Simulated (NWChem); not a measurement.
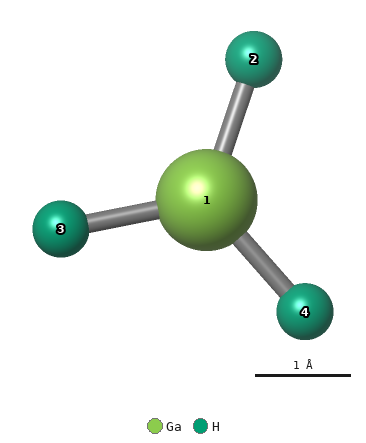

The input geometry (ball-and-stick view, seen on its broad side; atoms are numbered from 1 in the order of the input). Sticks mark near contacts. Bond lengths as drawn: Ga–H 1.57 Å.

Run report: GaH$_{3}$, excited-state calculation

The run: excited-state calculation of GaH$_{3}$, SMILES [H][Ga]([H])[H]. Method and program: TDDFT (mPW1K)/CRENBL, RKS, core potentials CRENBL (NWChem 7.3.0).

The geometry comes from this level: GFN2-xTB.

## Log
```
Northwest Computational Chemistry Package (NWChem) 7.3.0
             --------------------------------------------------------

           Job information
           ---------------

    nwchem branch   = 7.3.0
    use scalapack   = T
    input           = gah3.nw
    prefix          = gah3.
    data base       = ./gah3.db
    status          = startup
    nproc           =        1

           Memory information
           ------------------

    heap     =     28835834 doubles =      220.0 Mbytes
    stack    =    115343359 doubles =      880.0 Mbytes
    global   =    144179200 doubles =     1100.0 Mbytes (distinct from heap & stack)
    total    =    288358393 doubles =     2200.0 Mbytes
    verify   = yes
    hardfail = no

           Directory information
           ---------------------

  0 permanent = .
  0 scratch   = .

                                NWChem Input Module
                                -------------------

                             Geometry "geometry" -> ""
                             -------------------------

 Output coordinates in a.u. (scale by  1.000000000 to convert to a.u.)

  No.       Tag          Charge          X              Y              Z
 ---- ---------------- ---------- -------------- -------------- --------------
    1 Ga                  31.0000    -0.00030236     0.00011338     0.00241885
    2 H                    1.0000     2.95948119    -0.05506662     0.02526564
    3 H                    1.0000    -1.43207225     2.59083341    -0.03518670
    4 H                    1.0000    -1.52710658    -2.53588018     0.00750221

      Atomic Mass
      -----------

      Ga                68.925700
      H                  1.007825

 Effective nuclear repulsion energy (a.u.)      32.0012014054

            Nuclear Dipole moment (a.u.)
            ----------------------------
        X                 Y               Z
 ---------------- ---------------- ----------------
    -0.0090708000     0.0034013900     0.0725655000

            XYZ format geometry
            -------------------
     4
 geometry
 Ga                   -0.00016000     0.00006000     0.00128000
 H                     1.56609011    -0.02914000     0.01337000
 H                    -0.75782005     1.37101010    -0.01862000
 H                    -0.80811006    -1.34193010     0.00397000

 ==============================================================================
                                internuclear distances
 ------------------------------------------------------------------------------
       center one      |      center two      | atomic units |       a.u.
 ------------------------------------------------------------------------------
    2 H                |   1 Ga               |     2.96039  |     2.96039
    3 H                |   1 Ga               |     2.96027  |     2.96027
    4 H                |   1 Ga               |     2.96014  |     2.96014
 ------------------------------------------------------------------------------
                         number of included internuclear distances:          3
 ==============================================================================

 ==============================================================================
                                 internuclear angles
 ------------------------------------------------------------------------------
        center 1       |       center 2       |       center 3       |  degrees
 ------------------------------------------------------------------------------
    2 H                |   1 Ga               |   3 H                |   120.00
    2 H                |   1 Ga               |   4 H                |   119.98
    3 H                |   1 Ga               |   4 H                |   120.02
 ------------------------------------------------------------------------------
                            number of included internuclear angles:          3
 ==============================================================================

 Summary of "ao basis" -> "" (spherical)
 ------------------------------------------------------------------------------
       Tag                 Description            Shells   Functions and Types
 ---------------- ------------------------------  ------  ---------------------
 *                           CRENBL                   on all atoms

                 ECP       "ecp basis" -> "" (cartesian)
                -----
  [basis functions not shown]

                                 NWChem DFT Module
                                 -----------------

                      Basis "ao basis" -> "ao basis" (spherical)
                      -----
  [basis functions not shown]

 Summary of "ao basis" -> "ao basis" (spherical)
 ------------------------------------------------------------------------------
       Tag                 Description            Shells   Functions and Types
 ---------------- ------------------------------  ------  ---------------------
 Ga                          CRENBL                 10       32   3s3p4d
 H                           CRENBL                  4        4   4s

  Caching 1-el integrals
   Time after variat. SCF:      0.1

     ---------------------------------------------
      Total Density - Mulliken Population Analysis
     ---------------------------------------------

    Atom       Charge   Shell Charges
 -----------   ------   -------------------------------------------------------
    1 Ga  13    12.33  -0.14  0.85  0.53 -0.01  0.83  0.29  0.17  1.92  4.72  3.16
    2 H    1     1.22   0.01  0.10  0.58  0.53
    3 H    1     1.22   0.01  0.10  0.58  0.53
    4 H    1     1.22   0.01  0.10  0.58  0.53
   Time prior to 1st pass:      0.1

           Memory utilization after 1st SCF pass:
           Heap Space remaining (MW):        0.00                  12
          Stack Space remaining (MW):      115.34           115342980

   convergence    iter        energy       DeltaE   RMS-Dens  Diis-err    time
 ---------------- ----- ----------------- --------- --------- ---------  ------
 d= 0,ls=0.0,diis     1    -81.0471402341 -9.48D+01  6.94D-03  3.47D-01     0.4
 d= 0,ls=0.0,diis     2    -81.0571688876 -1.00D-02  1.94D-03  2.10D-01     0.6
 d= 0,ls=0.0,diis     3    -81.0644624053 -7.29D-03  3.57D-04  6.36D-04     0.8
 d= 0,ls=0.0,diis     4    -81.0645055622 -4.32D-05  7.25D-05  1.31D-05     0.9
 d= 0,ls=0.0,diis     5    -81.0645070660 -1.50D-06  1.24D-05  1.96D-07     1.1
 d= 0,ls=0.0,diis     6    -81.0645070968 -3.08D-08  1.04D-06  2.36D-10     1.2

         Total DFT energy =      -81.064507096760
      One electron energy =     -172.373508460346
           Coulomb energy =       88.361950190881
    Exchange-Corr. energy =      -10.812543069662
 Nuclear repulsion energy =       13.759594242367

 Numeric. integr. density =       15.999843428439

     Total iterative time =      1.1s

     ---------------------------------------------
      Total Density - Mulliken Population Analysis
     ---------------------------------------------

    Atom       Charge   Shell Charges
 -----------   ------   -------------------------------------------------------
    1 Ga  13    12.41  -0.15  0.90  0.42 -0.01  1.07  0.21  0.18  1.97  4.77  3.05
    2 H    1     1.20   0.01  0.10  0.59  0.50
    3 H    1     1.20   0.01  0.10  0.59  0.50
    4 H    1     1.20   0.01  0.10  0.59  0.50

     -------------------------------------------
      Total Density - Lowdin Population Analysis
     -------------------------------------------

    Atom       Charge   Shell Charges
 -----------   ------   -------------------------------------------------------
    1 Ga  13    12.47   0.00  0.53  0.47  0.00  0.97  0.52  0.22  2.05  4.65  3.05
    2 H    1     1.18   0.01  0.14  0.53  0.49
    3 H    1     1.18   0.01  0.14  0.53  0.49
    4 H    1     1.18   0.01  0.14  0.53  0.49
                                NWChem TDDFT Module
                                -------------------

            General Information
            -------------------
           No. of orbitals :      88
            Alpha orbitals :      44
             Beta orbitals :      44
        Alpha frozen cores :       0
         Beta frozen cores :       0
     Alpha frozen virtuals :       0
      Beta frozen virtuals :       0
         Spin multiplicity :       1
    Number of AO functions :      44
        Use of symmetry is : off
      Symmetry adaption is : off
         Schwarz screening :  0.10D-07

              XC Information
              --------------
                 MPW1K Method XC Functional
              Hartree-Fock (Exact) Exchange   0.43
                 mPW91  Exchange Functional   0.57
         Perdew 1991 Correlation Functional   1.00 non-local
     Perdew 1991 LDA Correlation Functional   1.00 local

             TDDFT Information
             -----------------
          Calculation type : TDDFT
         Wavefunction type : Restricted singlets
          No. of electrons :      16
           Alpha electrons :       8
            Beta electrons :       8
              No. of roots :       3
          Max subspacesize :    4600
            Max iterations :     100
               Target root :       1
           Target symmetry : none
      Symmetry restriction : off
                 Algorithm : Optimal
        Davidson threshold :  0.10D-03

            Memory Information
            ------------------
          Available GA space size is         144177264 doubles
          Available MA space size is         110618788 doubles
          Length of a trial vector is          288
          Algorithm : Incore multiple tensor contraction
          Estimated peak GA usage is           5355136 doubles
          Estimated peak MA usage is              6600 doubles

    3 smallest eigenvalue differences (eV)
--------------------------------------------------------
  No. Spin  Occ  Vir  Irrep   E(Occ)    E(Vir)   E(Diff)
--------------------------------------------------------
    1    1    8    9 a        -0.348    -0.043     8.289
    2    1    7    9 a        -0.348    -0.043     8.290
    3    1    8   10 a        -0.348     0.077    11.556
--------------------------------------------------------

  Entering Davidson iterations

  Iter   NTrls   NConv    DeltaV     DeltaE      Time
  ----  ------  ------  ---------  ---------  ---------
    1      3       0     0.13E+00   0.10+100        0.9
    2      9       0     0.60E-01   0.19E-01        1.6
    3     15       0     0.20E-01   0.26E-02        1.5
    4     21       2     0.35E-02   0.70E-04        1.4
    5     23       2     0.15E-02   0.29E-05        0.9
    6     25       2     0.31E-03   0.96E-06        0.7
    7     27       2     0.22E-03   0.28E-07        0.8
    8     28       2     0.20E-03   0.41E-07        0.7
    9     30       2     0.42E-03   0.11E-06        0.7
   10     32       2     0.23E-03   0.61E-07        0.7
   11     34       2     0.18E-03   0.21E-07        0.7
   12     35       2     0.27E-03   0.26E-07        0.6
   13     37       2     0.35E-03   0.24E-06        0.7
   14     39       2     0.16E-03   0.61E-07        0.7
   15     41       3     0.89E-04   0.63E-08        0.7
  ----  ------  ------  ---------  ---------  ---------
  Convergence criterion met

  Ground state a         -81.064507096760 a.u.

  ----------------------------------------------------------------------------
  Root   1 singlet a              0.204533983 a.u.                5.5657 eV
  ----------------------------------------------------------------------------
     Transition Moments    X -0.00130   Y -0.00020   Z  0.00006
     Transition Moments   XX -0.03946  XY  0.01552  XZ  2.05382
     Transition Moments   YY  0.00930  YZ  0.31681  ZZ  0.03016
     Dipole Oscillator Strength                    0.0000002361
     Electric Quadrupole                           0.0000001968
     Magnetic Dipole                               0.0000027736
     Total Oscillator Strength                     0.0000032065

          sigma_e =   1.9469 Angstrom
          sigma_h =   1.6238 Angstrom
         |d_h->e| =   0.5500 Angstrom
            d_exc =   2.5942 Angstrom
            d_CD1 =   0.8730 Angstrom
            d_CD2 =  -1.2353 Angstrom
            d_CD3 =   3.1442 Angstrom
     Pearson C.C. =  -0.0000

     Occ.    8  a   ---  Virt.    9  a   -0.99779 X
     Occ.    8  a   ---  Virt.   16  a   -0.06583 X
  ----------------------------------------------------------------------------
  Root   2 singlet a              0.204583762 a.u.                5.5670 eV
  ----------------------------------------------------------------------------
     Transition Moments    X  0.00020   Y -0.00131   Z  0.00006
     Transition Moments   XX  0.00631  XY -0.01651  XZ -0.31645
     Transition Moments   YY  0.03403  YZ  2.05382  ZZ -0.04035
     Dipole Oscillator Strength                    0.0000002389
     Electric Quadrupole                           0.0000001970
     Magnetic Dipole                               0.0000027746
     Total Oscillator Strength                     0.0000032105

          sigma_e =   1.9468 Angstrom
          sigma_h =   1.6239 Angstrom
         |d_h->e| =   0.5496 Angstrom
            d_exc =   2.5941 Angstrom
            d_CD1 =   0.8725 Angstrom
            d_CD2 =  -1.2358 Angstrom
            d_CD3 =   3.1437 Angstrom
     Pearson C.C. =  -0.0000

     Occ.    7  a   ---  Virt.    9  a   -0.99779 X
     Occ.    7  a   ---  Virt.   16  a   -0.06584 X
  ----------------------------------------------------------------------------
  Root   3 singlet a              0.347576126 a.u.                9.4580 eV
  ----------------------------------------------------------------------------
     Transition Moments    X  0.56681   Y  0.12823   Z  0.00380
     Transition Moments   XX  3.28390  XY -0.93866  XZ  0.03890
     Transition Moments   YY -3.28347  YZ  0.02034  ZZ  0.00234
     Dipole Oscillator Strength                    0.0782578801
     Electric Quadrupole                           0.0000026085
     Magnetic Dipole                               0.0000000012
     Total Oscillator Strength                     0.0782604898

          sigma_e =   2.2831 Angstrom
          sigma_h =   1.6666 Angstrom
         |d_h->e| =   0.5223 Angstrom
            d_exc =   2.9076 Angstrom
            d_CD1 =   1.1388 Angstrom
            d_CD2 =  -1.4525 Angstrom
            d_CD3 =   3.4299 Angstrom
     Pearson C.C. =  -0.0251

     Occ.    7  a   ---  Virt.   10  a    0.07222 X
     Occ.    7  a   ---  Virt.   11  a    0.20624 X
     Occ.    7  a   ---  Virt.   12  a    0.30980 X
     Occ.    8  a   ---  Virt.   10  a    0.84064 X
     Occ.    8  a   ---  Virt.   11  a   -0.30997 X
     Occ.    8  a   ---  Virt.   12  a    0.22426 X
     Occ.    8  a   ---  Virt.   13  a   -0.05400 X

              Target root =      1
          Target symmetry = none
      Ground state energy =    -81.064507096760
        Excitation energy =      0.204533983324

  stored tddft:energy   -80.859973113435970

 Task  times  cpu:       14.7s     wall:       14.7s
 Total times  cpu:       14.7s     wall:       14.7s
```

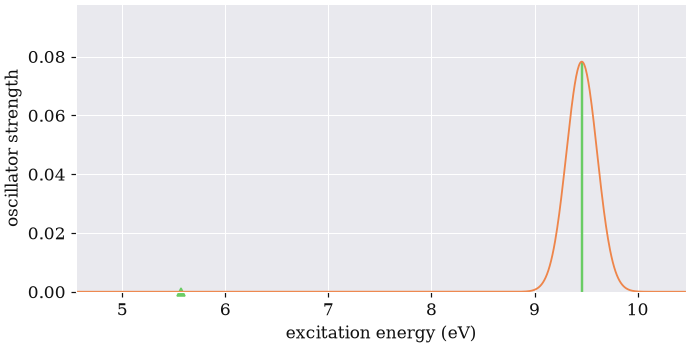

Computed excitations as sticks (degenerate states added up, dark ones marked on the axis), with a Gaussian envelope of 0.35 eV full width at half maximum, scaled to the tallest. Of the 3 states the lowest lies at 5.57 eV (f = 0.000); the strongest line is at 9.46 eV, or 131 nm (f = 0.078).

This output came from the following input.

## Input
```
start gah3
memory stack 880 mb heap 220 mb global 1100 mb
geometry units atomic noautosym nocenter noautoz
   Ga    -0.00030236     0.00011338     0.00241885
   H      2.95948119    -0.05506662     0.02526564
   H     -1.43207225     2.59083341    -0.03518670
   H     -1.52710658    -2.53588018     0.00750221
end
basis spherical bse
   * library CRENBL
end
ecp bse
   Ga library CRENBL
end
dft
   xc mpw1k
   grid coarse
   convergence energy 0.0001
   iterations 100
   mulliken
   print low
end
tddft
   rpa
   nroots 3
   notriplet
end
task tddft
```

Run as:
```bash
nwchem gah3.nw > gah3.out
```

## Key numbers

| quantity | value |
| --- | --- |
| outcome | converged |
| total energy | −81.064507 hartree |
| lowest excitation | 5.57 eV |
| hardware | 1 thread of Intel Xeon @ 2.50GHz (Skylake/Cascade Lake), 144 GiB of memory available, shared host |
| wall time | 16 s |
| peak memory | 0.11 GiB |

## Remarks

Settings chosen away from the usual ones: scf_conv set to 0.0001.
